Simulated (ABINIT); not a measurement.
# Gap slopes of TiO2 (Rutile) from G0W0 (biaxial strain), part 2 of 2

Does PBE give the same change of gap under biaxial strain as G0W0? The case is TiO2 (Rutile).

ABINIT 10.8.3; PBE and many-body steps on it, plane waves. Known limits of the many-body steps: not at the basis limit; coarse k mesh.

So far. Step 7 (G0W0, strain +1 %): The gap on the mesh goes from 1.88 eV to 3.36 eV, a correction of +1.47 eV.

## Step 8: G0W0, strain -2 %

Level of this step: G0W0 on PBE, plane waves, norm-conserving pseudopotentials (ABINIT).

The cell differs from the one that the last finished run ended in (a 4.638 → 4.500 Å, b 4.638 → 4.500 Å).

Contents of run.abi:

```
acell 3*1.0 Angstrom
rprim 
  4.500356000000 0.000000000000 0.000000000000
  0.000000000000 4.500356000000 0.000000000000
  0.000000000000 0.000000000000 2.957400000000
ntypat 2
znucl 22 8
natom 6
typat 1 1 2 2 2 2
xred 
  -0.000000000000 0.000000000000 0.000000000000
  0.500000000000 0.500000000000 0.500000000000
  0.303298407623 0.303298407623 0.000000000000
  0.196701592377 0.803298407623 0.500000000000
  0.696701592377 0.696701592377 0.000000000000
  0.803298407623 0.196701592377 0.500000000000
pp_dirpath "pseudos"
pseudos "Ti.upf, O.upf"
ecut 38
ngkpt 4 4 4
nshiftk 1
shiftk 0 0 0
kptopt 1
chksymbreak 0
istwfk *1
occopt 1
irdwfk 1
optdriver 4
nband 80
gwcalctyp 0
ecutsigx 38
symsigma 1
nkptgw 1
kptgw 
  0.0000000000 0.0000000000 0.0000000000
bdgw 
  22 26
ecuteps 3.8
irdscr 1
ppmodel 1
indata_prefix "in"
outdata_prefix "out"
tmpdata_prefix "tmp"
```

Started as:

```
$ OMP_NUM_THREADS=1 mpirun -n 4 abinit run.abi > log
```

Numbers of over 12 decimals in the logs are rounded to 6 here.

The program printed:

```text
.Version 10.8.3 of ABINIT. v10.8.2 released Aug 2026.

 Symmetries : space group P4_2/m n m (#136); Bravais tP (primitive tetrag.)
[... echo of the input left out ...]
== DATASET  1 ==================================================================
-   mpi_nproc: 4, omp_nthreads: 1 (-1 if OMP is not activated)

--- !DatasetInfo
iteration_state: {dtset: 1, }
dimensions: {natom: 6, nkpt: 18, mband: 80, nsppol: 1, nspinor: 1, nspden: 1, mpw: 4540, }
cutoff_energies: {ecut:  38.0, pawecutdg:  -1.0, }
[...]
24   6.205 -20.566 -25.363   5.320   0.770  -0.299 -20.163   0.403   6.608
       25   8.139 -20.103 -12.018  -5.634   0.785  -0.273 -18.178   1.926  10.064
       26   8.455 -19.794 -12.082  -5.390   0.786  -0.272 -17.969   1.825  10.281

== END DATASET(S) ==============================================================
================================================================================

 -outvars: echo values of variables after computation  --------
           etotal      0.0000000000E+00
            nband          80
             nkpt          18
          spgroup         136
 [... the other variables as echoed above ...]

 Calculation completed.
```

It took 5.6 s on 4 MPI ranks of Arm Neoverse V1, shared host; peak memory 0.99 GiB; 22 s of CPU time.

This step gave:

* G0W0 gap on the points computed: 3.456 eV
* starting gap on the mesh: 1.933 eV
* k of the valence top: 0, 0, 0
* k of the conduction bottom: 0, 0, 0
* least direct G0W0 gap on the computed points: 3.456 eV

The gap on the mesh goes from 1.93 eV to 3.46 eV, a correction of +1.52 eV.

Again on this cell's own states.

## Step 9: G0W0, strain +2 %

The cell differs from the one that the last finished run ended in (a 4.500 → 4.684 Å, b 4.500 → 4.684 Å).

Contents of run.abi:

```
acell 3*1.0 Angstrom
rprim 
  4.684044000000 0.000000000000 0.000000000000
  0.000000000000 4.684044000000 0.000000000000
  0.000000000000 0.000000000000 2.957400000000
ntypat 2
znucl 22 8
natom 6
typat 1 1 2 2 2 2
xred 
  0.000000000000 0.000000000000 0.000000000000
  0.500000000000 0.500000000000 0.500000000000
  0.305850117097 0.305850117097 0.000000000000
  0.194149882903 0.805850117097 0.500000000000
  0.694149882903 0.694149882903 0.000000000000
  0.805850117097 0.194149882903 0.500000000000
pp_dirpath "pseudos"
pseudos "Ti.upf, O.upf"
ecut 38
ngkpt 4 4 4
nshiftk 1
shiftk 0 0 0
kptopt 1
chksymbreak 0
istwfk *1
occopt 1
irdwfk 1
optdriver 4
nband 85
gwcalctyp 0
ecutsigx 38
symsigma 1
nkptgw 1
kptgw 
  0.0000000000 0.0000000000 0.0000000000
bdgw 
  22 26
ecuteps 3.8
irdscr 1
ppmodel 1
indata_prefix "in"
outdata_prefix "out"
tmpdata_prefix "tmp"
```

The program printed:

```text
.Version 10.8.3 of ABINIT. v10.8.2 released Aug 2026.

 Symmetries : space group P4_2/m n m (#136); Bravais tP (primitive tetrag.)
[... echo of the input left out ...]
== DATASET  1 ==================================================================
-   mpi_nproc: 4, omp_nthreads: 1 (-1 if OMP is not activated)

--- !DatasetInfo
iteration_state: {dtset: 1, }
dimensions: {natom: 6, nkpt: 18, mband: 85, nsppol: 1, nspinor: 1, nspden: 1, mpw: 4944, }
cutoff_energies: {ecut:  38.0, pawecutdg:  -1.0, }
[...]
24   5.134 -20.323 -24.833   5.061   0.760  -0.315 -19.904   0.419   5.553
       25   7.027 -20.159 -12.081  -5.669   0.777  -0.288 -18.288   1.871   8.898
       26   7.302 -19.754 -12.060  -5.385   0.779  -0.284 -17.956   1.798   9.100

== END DATASET(S) ==============================================================
================================================================================

 -outvars: echo values of variables after computation  --------
           etotal      0.0000000000E+00
            nband          85
             nkpt          18
          spgroup         136
 [... the other variables as echoed above ...]

 Calculation completed.
```

Run time: 6.3 s. Hardware: 4 MPI ranks; peak memory 1.3 GiB; 25 s of CPU time.

Numbers from this step:

- G0W0 gap on the points computed: 3.345 eV
- starting gap on the mesh: 1.893 eV
- k of the valence top: 0, 0, 0
- k of the conduction bottom: 0, 0, 0
- least direct G0W0 gap on the computed points: 3.345 eV

The gap on the mesh goes from 1.89 eV to 3.34 eV, a correction of +1.45 eV.

Again on this cell's own states.

## Step 10: The series

One mesh (4×4×4), Godby-Needs plasmon pole, bands up to a fixed energy, so that their count changes with the cell; biaxial strain per length. The ions were relaxed in each strained cell. The third axis is held. Plane waves in the screening: 145, 145, 145, 145 and 161.

```csv
strain (%),PBE gap (eV),G0W0 gap (eV),least direct G0W0 gap (eV),G0W0 edges
-2,1.933,3.456,3.456,Γ to Γ
-1,1.905,3.411,3.411,Γ to Γ
+0,1.888,3.376,3.376,Γ to Γ
+1,1.885,3.358,3.358,Γ to Γ
+2,1.893,3.345,3.345,Γ to Γ
```

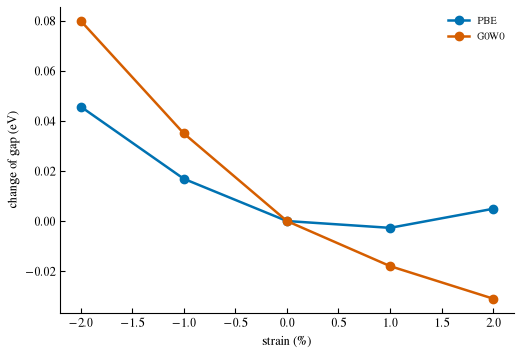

The change of gap against strain.

## Step 11: Results

```json
{
 "slope under compression": "−23 (PBE) and −40 (G0W0) meV per %",
 "slope under tension": "+2 (PBE) and −15 (G0W0) meV per %",
 "GW settings, unstrained cell": "4×4×4 mesh, 83 bands, screening to 103.4 eV",
 "known limits": "not at the basis limit; coarse k mesh"
}
```

In words: On the side of compression the slopes of gap against strain are −23 (PBE) and −40 (G0W0) meV per %. On the side of tension the slopes of gap against strain are +2 (PBE) and −15 (G0W0) meV per %. In PBE the slope has one sign under compression and the other under tension, so no single slope holds; the G0W0 gap is widest at -2 %. Gaps are read on the mesh, so a valley between its points is missed. Bands and cutoff are finite, so the gap is not at the basis limit. The miss can reach some tenths of an eV and take either sign; the mesh is an error of its own. In the G0W0 run levels were corrected at 1 k point alone, so a gap called «on the mesh» is the least over those, and an edge elsewhere would be missed. The 4×4×4 mesh is coarse for this cell, which bears on the long-range parts of exchange and screening.

[Paths, hosts, dates, memory and timing lines, banners, echoed tables and standing remarks are left out of the program output.]

[Logs are printed without paths, hosts, clocks, repeated set-up lines and the standing remarks that a program may print on its own settings, such as how far it seeks lower states.]

[Runs of the session that timed out or met a known fault of the program may be left out.]

[Hosts, paths, dates, database ids (printed as entryN), source tags and the programs' standing remarks are cut or masked in the printed files.]

[G0W0 gaps are taken among the corrected bands and points alone; a level outside them can change the order at an edge.]

[Where Ansatz stands beside ABINIT at settings called matched, ABINIT's density can come from a denser mesh and the files from another edition; pairs whose starting gaps differed by over 0.03 eV were left out, so agreement reads better than it is.]
